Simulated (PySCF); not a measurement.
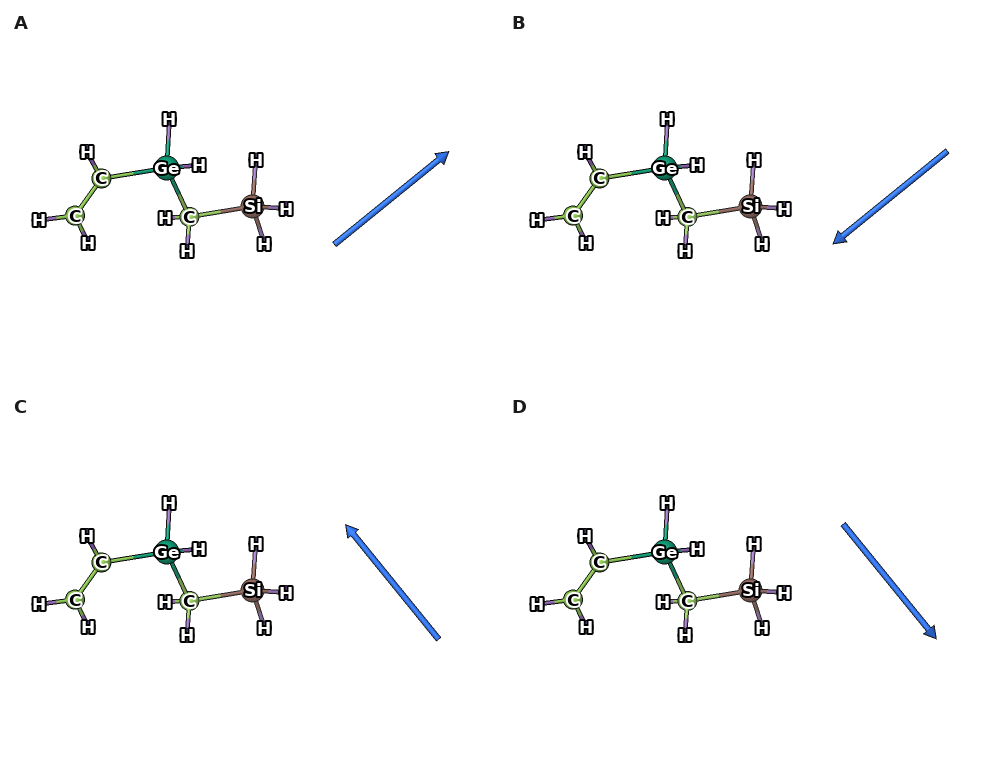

The same molecule four times, each with an arrow. The geometry was computed by an optimisation with GFN2-xTB. No frequency run is at hand to confirm it as a minimum. Properties computed with CAM-B3LYP/def2-SVPD, gas phase (PySCF 2.14.0).

**Which arrow points along the dipole moment, from the negative to the positive end?**

B. The dipole moment is 0.94 D.

The geometry is semi-empirical. Around Ge, Si such bond lengths and angles can be off by a tenth of an ångström or more and by several degrees, and values that hang on the shape move with them.
